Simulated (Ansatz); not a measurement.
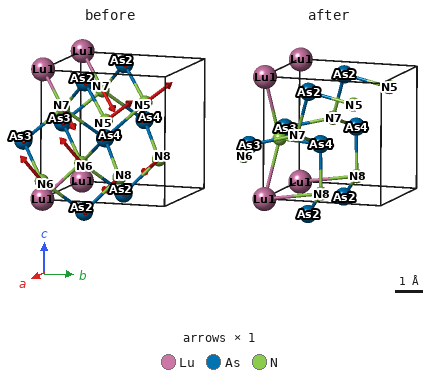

The structure of a crystal of LuAs3N4 (built on the CdHg3Te4-215 type type) before (left) and after (right) a relaxation, at one scale. The red arrows give the displacements (the part carried along by the change of the cell is left out), at their true length.

The picture is a ball-and-stick view of the cell of the calculation, reduced to other axes, repeated 2 × 1 × 1 with one cell outlined, seen slightly off an axis. Lengths and directions refer to the drawn axes.

Case: shaken.

Method: DFT, PBEsol, plane waves, PAW (Ansatz). (plane-wave cutoff 420 eV; k-point mesh 4 × 4 × 4; occupations fermi dirac; smearing width 0.05 eV; no spin polarisation; cell and atoms relaxed; force threshold 0.01 eV/Å; at most 120 steps)

Question: Summarise the run.

Answer: The atom that moves furthest relative to the cell is N6 (1.46 Å along [2 −2 3]). By element the largest moves are N 1.46 Å, As 0.21 Å, Lu 0.06 Å. The drawn cell changes as follows: a 4.958 → 4.727 Å (−4.7 %), b 4.968 → 4.730 Å (−4.8 %), c 5.008 → 4.725 Å (−5.6 %), α 90.7° → 90.9°, γ 90.9° → 89.1°; the volume changes by −14.4 %. Among the contacts that change: Lu1–N6 4.113 → 2.494 Å, Lu1–N5 3.994 → 2.497 Å, As4–N5 2.253 → 3.708 Å, As3–N8 2.258 → 3.705 Å. New bonds form, among them: Lu1–N5 (3.99 → 2.50 Å), Lu1–N6 (4.11 → 2.49 Å), Lu1–N8 (3.85 → 2.49 Å). Bonds break, among them: As2–N6 (2.27 → 3.69 Å), As3–N8 (2.26 → 3.71 Å), As4–N5 (2.25 → 3.71 Å), Lu1–N7 (2.15 → 3.31 Å). Bond angles that change, for instance: N7–As2–N8 114.3° → 93.7°, N6–Lu1–N8 111.9° → 92.3°, N5–As3–N7 112.4° → 93.8°. The space group stays P1 (No. 1). The energy falls by 4.929 eV per cell of the calculation in 18 accepted moves (21 points after the start). Largest force component: 1.5 eV/Å at the start, 0.0014 eV/Å at the end. The pressure goes from −2.15 to −0.01 GPa. The line search rejected the trial step at point 13 of the run. At 2 points the geometry stayed and the basis and grid were re-selected for the new cell (energy shift of 18.8 meV per cell of the calculation at most each time).
